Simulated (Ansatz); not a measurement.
Consider CH$_{4}$FNOSi (SMILES NC(=O)[SiH2]F).

Input file:

```
crystal:
  periodic: [false, false, false]
  atoms:
    - {symbol: N, position_ang: [-0.102625, 0.776478, 1.347249]}
    - {symbol: C, position_ang: [0.598505, 0.010225, 0.487003]}
    - {symbol: O, position_ang: [1.740508, -0.367232, 0.686867]}
    - {symbol: Si, position_ang: [-0.172264, -0.556107, -1.157367]}
    - {symbol: F, position_ang: [-1.671124, 0.010988, -1.288840]}
    - {symbol: H, position_ang: [0.322695, 1.067190, 2.214450]}
    - {symbol: H, position_ang: [-1.042695, 1.063731, 1.139336]}
    - {symbol: H, position_ang: [0.637226, -0.017972, -2.271301]}
    - {symbol: H, position_ang: [-0.221627, -2.033603, -1.174698]}
basis:
  gaussian: {orbitals: def2-TZVPP}
hamiltonian: {xc: pbe0, dispersion: d4}
output: {orbitals: {seedname: orbitals}}
```

Run with:

```sh
ansatz run in.yaml --threads 2 --pin off --events-out ev --progress --plain --max-ram 4352MiB
```

Geometry: PBE0-D4/def2-TZVP.

Level of theory: RKS PBE0-D4/def2-TZVPP in Ansatz 0.2.0.

### What can the converged electron density and electron localisation function tell about the bonding?

C–O (1.22 Å): the density is about 3.3 e/Å³ at the midpoint; the ELF peaks at about 0.85 between the atoms; a multiple bond.
C–N (1.35 Å): the density is about 2.4 e/Å³ at the midpoint; the ELF peaks at about 0.90 between the atoms (localised, covalent bonding).
Si–F (1.61 Å): ρ is about 1.1 e/Å³ halfway; the ELF peaks at about 0.85 in the valence shell of F, 0.6 Å from its nucleus, and is about 0.45 at the midpoint.
C–Si (1.90 Å): ρ is about 0.97 e/Å³ halfway; the ELF peaks at about 1 between the atoms, as expected for localised, covalent bonding.

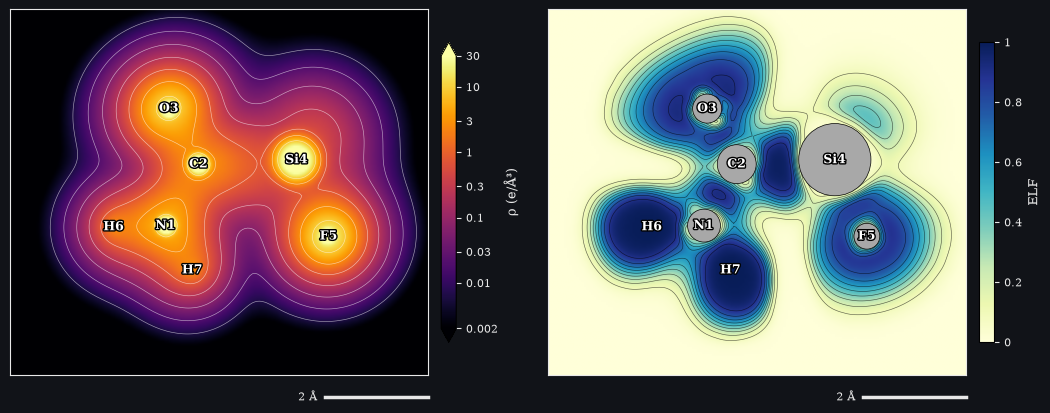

Computed electron density and electron localisation function on the plane of atoms N1, C2 and Si4, in this order. Grey discs cover the atomic cores in the ELF map. 
